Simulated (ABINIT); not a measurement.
# Quasiparticle gap of SiC (F-43m) in ABINIT, part 2 of 3

Aim: the G0W0 gap of SiC (F-43m) on PBE, step by step.

ABINIT 10.8.3; PBE and many-body steps on it, plane waves. Known limits of the many-body steps: not at the basis limit.

So far. Step 2 (Ground state): The gap is indirect, with the least direct gap 3.19 eV higher.

## 3. Bands along the symmetry lines

Level of this step: DFT, PBE, plane waves, norm-conserving pseudopotentials (ABINIT).

The cheap functional maps the bands first; the places of the edges decide which points the dearer methods must see.

Contents of run.abi:

```
acell 3*1.0 Angstrom
rprim 
  -0.000000000000 2.179000000000 2.179000000000
  2.179000000000 -0.000000000000 2.179000000000
  2.179000000000 2.179000000000 -0.000000000000
ntypat 2
znucl 14 6
natom 2
typat 1 2
xred 
  0.000000000000 0.000000000000 0.000000000000
  0.250000000000 0.250000000000 0.250000000000
pp_dirpath "pseudos"
pseudos "Si.upf, C.upf"
ecut 37
iscf -2
irdden 1
kptopt 0
nkpt 50
kpt 
  0.00000000 0.00000000 0.00000000
  -0.06250000 -0.06250000 0.00000000
  -0.12500000 -0.12500000 0.00000000
  -0.18750000 -0.18750000 0.00000000
  -0.25000000 -0.25000000 0.00000000
  -0.31250000 -0.31250000 0.00000000
  -0.37500000 -0.37500000 0.00000000
  -0.43750000 -0.43750000 0.00000000
  -0.50000000 -0.50000000 0.00000000
  -0.48437500 -0.48437500 0.03125000
  -0.46875000 -0.46875000 0.06250000
  -0.45312500 -0.45312500 0.09375000
  -0.43750000 -0.43750000 0.12500000
  -0.42187500 -0.42187500 0.15625000
  -0.40625000 -0.40625000 0.18750000
  -0.39062500 -0.39062500 0.21875000
  -0.37500000 -0.37500000 0.25000000
  -0.37500000 0.00000000 0.37500000
  -0.32812500 0.00000000 0.32812500
  -0.28125000 0.00000000 0.28125000
  -0.23437500 0.00000000 0.23437500
  -0.18750000 0.00000000 0.18750000
  -0.14062500 0.00000000 0.14062500
  -0.09375000 0.00000000 0.09375000
  -0.04687500 0.00000000 0.04687500
  0.00000000 0.00000000 0.00000000
  0.00000000 0.00000000 0.06250000
  0.00000000 0.00000000 0.12500000
  0.00000000 0.00000000 0.18750000
  0.00000000 0.00000000 0.25000000
  0.00000000 0.00000000 0.31250000
  0.00000000 0.00000000 0.37500000
  0.00000000 0.00000000 0.43750000
  0.00000000 0.00000000 0.50000000
  -0.06250000 -0.03125000 0.46875000
  -0.12500000 -0.06250000 0.43750000
  -0.18750000 -0.09375000 0.40625000
  -0.25000000 -0.12500000 0.37500000
  -0.31250000 -0.15625000 0.34375000
  -0.37500000 -0.18750000 0.31250000
  -0.43750000 -0.21875000 0.28125000
  -0.50000000 -0.25000000 0.25000000
  -0.50000000 -0.28125000 0.21875000
  -0.50000000 -0.31250000 0.18750000
  -0.50000000 -0.34375000 0.15625000
  -0.50000000 -0.37500000 0.12500000
  -0.50000000 -0.40625000 0.09375000
  -0.50000000 -0.43750000 0.06250000
  -0.50000000 -0.46875000 0.03125000
  -0.50000000 -0.50000000 0.00000000
istwfk *1
nband 14
nbdbuf 5
tolwfr 1e-07
nstep 50
prtwf 0
prtvol 0
indata_prefix "in"
outdata_prefix "out"
tmpdata_prefix "tmp"
```

Started as:

```console
> OMP_NUM_THREADS=1 mpirun -n 4 abinit run.abi > log
```

Numbers of over 12 decimals in the logs are rounded to 6 here.

The log of the run:

```text
.Version 10.8.3 of ABINIT. v10.8.2 released Aug 2026.

 Symmetries : space group F-4 3 m (#216); Bravais cF (face-center cubic)
[... echo of the input left out ...]
== DATASET  1 ==================================================================
-   mpi_nproc: 4, omp_nthreads: 1 (-1 if OMP is not activated)

--- !DatasetInfo
iteration_state: {dtset: 1, }
dimensions: {natom: 2, nkpt: 50, mband: 14, nsppol: 1, nspinor: 1, nspden: 1, mpw: 1524, }
cutoff_energies: {ecut:  37.0, pawecutdg:  -1.0, }
electrons: {nelect:   8.00000000E+00, charge:   0.00000000E+00, occopt:   1.00000000E+00, tsmear:   1.00000000E-02, }

 Real(R)+Recip(G) space primitive vectors, cartesian coordinates (Bohr,Bohr^-1):
 R(1)=  0.0000000  4.1177132  4.1177132  G(1)= -0.1214266  0.1214266  0.1214266
 R(2)=  4.1177132  0.0000000  4.1177132  G(2)=  0.1214266 -0.1214266  0.1214266
 R(3)=  4.1177132  4.1177132  0.0000000  G(3)=  0.1214266  0.1214266 -0.1214266
 Unit cell volume ucvol=  1.3963629E+02 bohr^3
 Angles (23,13,12)=  6.00000000E+01  6.00000000E+01  6.00000000E+01 degrees

 getcut: wavevector=  0.0000  0.0000  0.0000  ngfft=  32  32  32
         ecut(hartree)=     37.000   => boxcut(ratio)=   2.00684

--- Pseudopotential description ------------------------------------------------
- Si Generated using ONCVPSP code by D. R. Hamann
- 14.00000   4.00000  171031                  znucl, zion, pspdat
12 -101130 2 -1 1510                          pspcod,pspxc,lmax,lloc,mmax
     nproj     2     2     2
  pspatm : epsatm=    9.34321561
         --- l  ekb(1:nproj) -->
             0    5.168965    0.829883
             1    2.571282    0.578307
             2   -2.427311   -0.488097
 pspatm: atomic psp has been read  and splines computed

- C Generated using ONCVPSP code by D. R. Hamann
-  6.00000   4.00000  171031                  znucl, zion, pspdat
12 -101130 1 -1 1248                          pspcod,pspxc,lmax,lloc,mmax
     nproj     2     2     0
  pspatm : epsatm=    4.31346680
         --- l  ekb(1:nproj) -->
[...]
pspatm: atomic psp has been read  and splines computed

--------------------------------------------------------------------------------

================================================================================
 prteigrs : about to open file out_EIG
 Non-SCF case, kpt    1 (  0.00000  0.00000  0.00000), residuals and eigenvalues=
  1.93E-08  2.67E-08  9.30E-08  9.03E-08  6.58E-08  7.68E-08  2.24E-08  9.71E-08
  6.50E-08  6.62E-08  5.83E-08  9.53E-08  5.42E-08  8.29E-08
 -3.1511E-01  2.5118E-01  2.5118E-01  2.5118E-01  4.7989E-01  5.1987E-01
  5.1987E-01  5.1987E-01  7.8510E-01  7.8510E-01  8.5604E-01  8.8634E-01
  8.8634E-01  8.8634E-01
 Non-SCF case, kpt    2 ( -0.06250 -0.06250  0.00000), residuals and eigenvalues=
  8.50E-09  3.48E-08  4.48E-08  4.09E-08  2.08E-08  1.36E-08  6.84E-08  8.74E-08
[...]
8.9386E-01  9.2501E-01
 Non-SCF case, kpt    3 ( -0.12500 -0.12500  0.00000), residuals and eigenvalues=
  5.14E-08  7.68E-08  4.90E-08  2.23E-08  3.33E-08  4.13E-08  5.11E-08  9.49E-08
[...]
9.1638E-01  9.7112E-01
[...]
Non-SCF case, kpt   49 ( -0.50000 -0.46875  0.03125), residuals and eigenvalues=
[...]
1.0947E+00  1.1744E+00
 Non-SCF case, kpt   50 ( -0.50000 -0.50000  0.00000), residuals and eigenvalues=
[...]
1.0837E+00  1.1691E+00

--- !ResultsGS
iteration_state: {dtset: 1, }
comment   : Summary of ground state results
lattice_vectors:
- [ -0.0000000,   4.1177132,   4.1177132, ]
- [  4.1177132,  -0.0000000,   4.1177132, ]
- [  4.1177132,   4.1177132,  -0.0000000, ]
lattice_lengths: [   5.82333,    5.82333,    5.82333, ]
lattice_angles: [ 60.000,  60.000,  60.000, ] # degrees, (23, 13, 12)
lattice_volume:   1.3963629E+02
convergence: {deltae:  0.000E+00, res2:  0.000E+00, residm:  9.999E-08, diffor:  0.000E+00, }
etotal    :  -1.02697872E+01
entropy   :   0.00000000E+00
fermie    :   2.51183540E-01
cartesian_stress_tensor: null
pressure_GPa: null
xred      :
- [  0.0000E+00,   0.0000E+00,   0.0000E+00, Si]
- [  2.5000E-01,   2.5000E-01,   2.5000E-01,  C]
cartesian_forces: null
force_length_stats: {min: null, max: null, mean: null, }

 Integrated electronic density in atomic spheres:
 ------------------------------------------------
 Atom  Sphere_radius  Integrated_density
[...]
================================================================================

 ----iterations are completed or convergence reached----

 Mean square residual over all n,k,spin=   42.768E-09; max=  99.989E-09
 reduced coordinates (array xred) for    2 atoms
       0.000000000000      0.000000000000      0.000000000000
       0.250000000000      0.250000000000      0.250000000000

 cartesian coordinates (angstrom) at end:
    1      0.000000     0.000000     0.000000
    2      1.089500     1.089500     1.089500
 length scales=  1.889726125908  1.889726125908  1.889726125908 bohr
              =  1.000000000000  1.000000000000  1.000000000000 angstroms
 prteigrs : about to open file out_EIG
 Eigenvalues (hartree) for nkpt=  50  k points:
 kpt#   1, nband= 14, wtk=  1.00000, kpt=  0.0000  0.0000  0.0000 (reduced coord)
[...]
kpt#   2, nband= 14, wtk=  1.00000, kpt= -0.0625 -0.0625  0.0000 (reduced coord)
[...]
kpt#   3, nband= 14, wtk=  1.00000, kpt= -0.1250 -0.1250  0.0000 (reduced coord)
[...]
kpt#  49, nband= 14, wtk=  1.00000, kpt= -0.5000 -0.4687  0.0313 (reduced coord)
  -0.13046   -0.03480    0.13098    0.13132    0.30612    0.41484    0.75986    0.76594
   0.79086    0.97615    1.05845    1.08064    1.09474    1.17439
 kpt#  50, nband= 14, wtk=  1.00000, kpt= -0.5000 -0.5000  0.0000 (reduced coord)
  -0.13075   -0.03555    0.13389    0.13389    0.30121    0.41043    0.76569    0.76569
   0.79395    0.98754    1.06789    1.06789    1.08369    1.16910

== END DATASET(S) ==============================================================
================================================================================

 -outvars: echo values of variables after computation  --------
            nband          14
             nkpt          50
          spgroup         216
 [... the other variables as echoed above ...]

 Calculation completed.
```

Elapsed: 4 s, on 4 MPI ranks of Arm Neoverse V1, shared host; peak memory 0.24 GiB.

This step gave:

| Property | Result |
| --- | --- |
| gap | 1.361 eV |
| k of the valence top | 0, 0, 0 |
| k of the conduction bottom | -0.5, -0.5, 0 |
| least direct gap | 4.553 eV |

The gap is 1.361 eV, as in the run before at this level.

Electronic bands along the path, in eV, zero at the top of the highest filled band; v1 is the highest filled band, c1 the lowest empty one:

```csv
point,v4,v3,v2,v1,c1,c2,c3,c4
Γ,-15.41,0.00,0.00,0.00,6.22,7.31,7.31,7.31
X,-10.39,-7.80,-3.19,-3.19,1.36,4.33,14.00,14.00
U,-10.39,-7.28,-5.55,-2.60,3.11,7.78,11.84,12.45
jump to K,-10.39,-7.28,-5.55,-2.60,3.11,7.78,11.84,12.45
Γ,-15.41,0.00,0.00,0.00,6.22,7.31,7.31,7.31
L,-11.84,-8.54,-1.05,-1.05,5.43,7.23,7.23,10.05
W,-10.16,-7.03,-4.99,-4.69,5.21,9.44,9.45,9.79
X,-10.39,-7.80,-3.19,-3.19,1.36,4.33,14.00,14.00
```

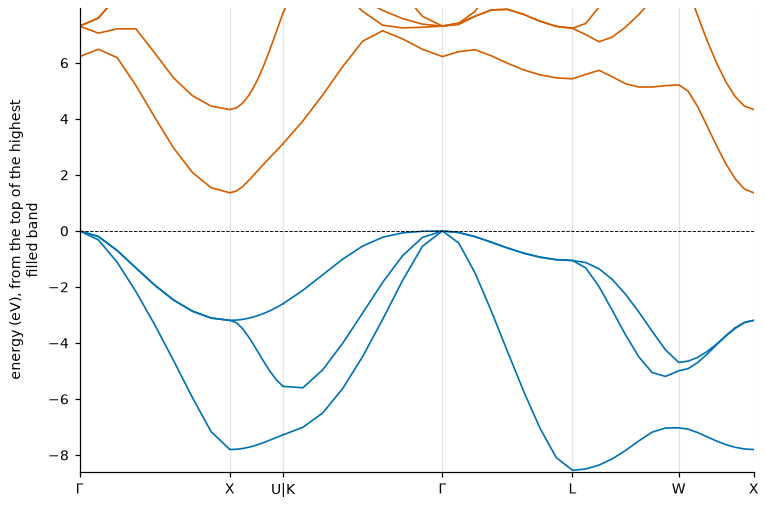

Electronic bands along the path; lines of filled and empty bands in two colours.

## 4. Empty states on the mesh, 6×6×6 mesh, 537 bands

The sums over transitions need many empty states on a uniform mesh; this step solves for them.

Contents of run.abi:

```
acell 3*1.0 Angstrom
rprim 
  -0.000000000000 2.179000000000 2.179000000000
  2.179000000000 -0.000000000000 2.179000000000
  2.179000000000 2.179000000000 -0.000000000000
ntypat 2
znucl 14 6
natom 2
typat 1 2
xred 
  0.000000000000 0.000000000000 0.000000000000
  0.250000000000 0.250000000000 0.250000000000
pp_dirpath "pseudos"
pseudos "Si.upf, C.upf"
ecut 37
ngkpt 6 6 6
nshiftk 1
shiftk 0 0 0
kptopt 1
chksymbreak 0
irdden 1
istwfk *1
nband 537
prtvol 0
optdriver 6
gwr_task "HDIAGO"
paral_kgb 0
occopt 1
indata_prefix "in"
outdata_prefix "out"
tmpdata_prefix "tmp"
```

The log of the run:

```text
[banner, memory and clock lines left out]
.Version 10.8.3 of ABINIT. v10.8.2 released Aug 2026.

 Symmetries : space group F-4 3 m (#216); Bravais cF (face-center cubic)
[... echo of the input left out ...]
== DATASET  1 ==================================================================
-   mpi_nproc: 4, omp_nthreads: 1 (-1 if OMP is not activated)

--- !DatasetInfo
iteration_state: {dtset: 1, }
dimensions: {natom: 2, nkpt: 16, mband: 537, nsppol: 1, nspinor: 1, nspden: 1, mpw: 1524, }
cutoff_energies: {ecut:  37.0, pawecutdg:  -1.0, }
electrons: {nelect:   8.00000000E+00, charge:   0.00000000E+00, occopt:   1.00000000E+00, tsmear:   1.00000000E-02, }

.Using double precision arithmetic; gwpc =  8

- Reading GS density from: in_DEN

--- Pseudopotential description ------------------------------------------------
- Si Generated using ONCVPSP code by D. R. Hamann
- 14.00000   4.00000  171031                  znucl, zion, pspdat
12 -101130 2 -1 1510                          pspcod,pspxc,lmax,lloc,mmax
     nproj     2     2     2
  pspatm : epsatm=    9.34321561
         --- l  ekb(1:nproj) -->
             0    5.168965    0.829883
             1    2.571282    0.578307
             2   -2.427311   -0.488097
 pspatm: atomic psp has been read  and splines computed

- C Generated using ONCVPSP code by D. R. Hamann
-  6.00000   4.00000  171031                  znucl, zion, pspdat
12 -101130 1 -1 1248                          pspcod,pspxc,lmax,lloc,mmax
     nproj     2     2     0
  pspatm : epsatm=    4.31346680
         --- l  ekb(1:nproj) -->
             0    6.481548    0.385504
             1   -4.199961   -0.877517
 pspatm: atomic psp has been read  and splines computed

   1.09253459E+02                                ecore*ucvol(ha*bohr**3)

 Total charge density [el/Bohr^3]
)     Maximum=    2.7627E-01  at reduced coord.    0.1875    0.2188    0.4063
)     Minimum=    1.3992E-03  at reduced coord.    0.0000    0.0000    0.0000
   Integrated=    8.0000E+00

 === KS gaps after direct diagonalization ===
 Indirect band gap semiconductor
 Fundamental gap:     1.361 (eV)
   VBM:     6.835 (eV) at k: [ 0.0000E+00,  0.0000E+00,  0.0000E+00]
   CBM:     8.196 (eV) at k: [ 5.0000E-01,  5.0000E-01,  0.0000E+00]
 Direct gap:         4.553 (eV) at k: [ 5.0000E-01,  5.0000E-01,  0.0000E+00]

== END DATASET(S) ==============================================================

 -outvars: echo values of variables after computation  --------
           etotal      0.0000000000E+00
            nband         537
             nkpt          16
          spgroup         216
 [... the other variables as echoed above ...]

 Calculation completed.
```

Run time: 17 s. Hardware: 4 MPI ranks; peak memory 0.77 GiB; 69 s of CPU time.

This step gave:

```yaml
gap: 1.361 eV
k_of_the_valence_top: 0, 0, 0
k_of_the_conduction_bottom: 0.5, 0.5, 0
least_direct_gap: 4.553 eV
k_points_computed: 16
lowest_point_of_the_top_converged_band_above_the_valence_top: 453.3667 eV
```

On this mesh the gap is 1.361 eV.

## 5. Screening, 6×6×6 mesh, 529 bands, screening to 598.7 eV

The RPA dielectric matrix is built and inverted for each q.

This step: RPA screening on PBE, plane waves, norm-conserving pseudopotentials.

run.abi: that of step 4 with these lines changed.

```diff
@@ -20,10 +20,11 @@
 chksymbreak 0
-irdden 1
 istwfk *1
-nband 537
-prtvol 0
-optdriver 6
-gwr_task "HDIAGO"
-paral_kgb 0
 occopt 1
+irdwfk 1
+optdriver 3
+nband 529
+ecuteps 22
+inclvkb 2
+awtr 1
+symchi 1
 indata_prefix "in"
```

The log of the run:

```text
.Version 10.8.3 of ABINIT. v10.8.2 released Aug 2026.

 Symmetries : space group F-4 3 m (#216); Bravais cF (face-center cubic)
[... echo of the input left out ...]
== DATASET  1 ==================================================================
-   mpi_nproc: 4, omp_nthreads: 1 (-1 if OMP is not activated)

--- !DatasetInfo
iteration_state: {dtset: 1, }
dimensions: {natom: 2, nkpt: 16, mband: 529, nsppol: 1, nspinor: 1, nspden: 1, mpw: 1524, }
cutoff_energies: {ecut:  37.0, pawecutdg:  -1.0, }
electrons: {nelect:   8.00000000E+00, charge:   0.00000000E+00, occopt:   1.00000000E+00, tsmear:   1.00000000E-02, }

 SCREENING: Calculation of the susceptibility and dielectric matrices

 Based on a program developped by R.W. Godby, V. Olevano, G. Onida, and L. Reining.
 Incorporated in ABINIT by V. Olevano, G.-M. Rignanese, and M. Torrent.
.Using double precision arithmetic ; gwpc =  8

[... cell and pseudopotentials left out ...]
--------------------------------------------------------------------------------

 ==== K-mesh for the wavefunctions ====
 Number of points in the irreducible wedge :    16
[... list of points left out ...]
 Together with 24 symmetry operations and time-reversal symmetry
 yields   216 points in the full Brillouin Zone.

 ==== Q-mesh for the screening function ====
 Number of points in the irreducible wedge :    16
[... list of points left out ...]
 Together with 24 symmetry operations and time-reversal symmetry
 yields   216 points in the full Brillouin Zone.

 setmesh: FFT mesh size selected  =    27x   27x   27
          total number of points  =        19683

 vcoul_init : cutoff-mode = AUXILIARY_FUNCTION
 q-points for optical limit:   1
     1)      0.000010    0.000020    0.000030

- screening: taking advantage of time-reversal symmetry
- Maximum band index for partially occupied states nbvw = 4
- Remaining bands to be divided among processors   nbcw = 525
- Number of bands treated by each node ~131

 Number of electrons calculated from density =    8.0000; Expected =    8.0000
 average of density, n =  0.057292
 r_s =    1.6092
 omega_plasma =   23.0888 [eV]

 calculating chi0 at frequencies [eV] :
  1    0.000000E+00    0.000000E+00
  2    0.000000E+00    2.308880E+01

--------------------------------------------------------------------------------
  q-point number  1        q = ( 0.000000, 0.000000, 0.000000) [r.l.u.]
--------------------------------------------------------------------------------
[... chi0 elements left out ...]
 For q-point:  0.000010 0.000020 0.000030
  dielectric constant =   7.0817
  dielectric constant without local fields =   7.7436

  Average fulfillment of the sum rule on Im[epsilon] for q-point    1 :     98.38  [%]
[... wings left out ...]
  q-point number  2        q = ( 0.166667, 0.000000, 0.000000) [r.l.u.]
--------------------------------------------------------------------------------
[... chi0 elements left out ...]
  Average fulfillment of the sum rule on Im[epsilon] for q-point    2 :     98.47  [%]

 [... 14 further q-points ...]
```

Elapsed: 20 min, on 4 MPI ranks; peak memory 4 GiB.

Numbers from this step:

| Quantity | Value |
| --- | --- |
| ε∞ with local fields, on this mesh, along the program's q direction | 7.082 |
| the same without local fields | 7.744 |
| plasma frequency | 23.09 eV |
| plane waves in the screening matrix | 701 |

Local fields lower ε∞ by 9 %.

(Continued in part 3 of 3.)

[Paths, hosts, dates, memory and timing lines, banners, echoed tables and standing remarks are left out of the program output.]

[Logs are printed without paths, hosts, clocks, repeated set-up lines and the standing remarks that a program may print on its own settings, such as how far it seeks lower states.]

[Runs of the session that timed out or met a known fault of the program may be left out.]

[Hosts, paths, dates, database ids (printed as entryN), source tags and the programs' standing remarks are cut or masked in the printed files.]

[G0W0 gaps are taken among the corrected bands and points alone; a level outside them can change the order at an edge.]

[Where Ansatz stands beside ABINIT at settings called matched, ABINIT's density can come from a denser mesh and the files from another edition; pairs whose starting gaps differed by over 0.03 eV were left out, so agreement reads better than it is.]
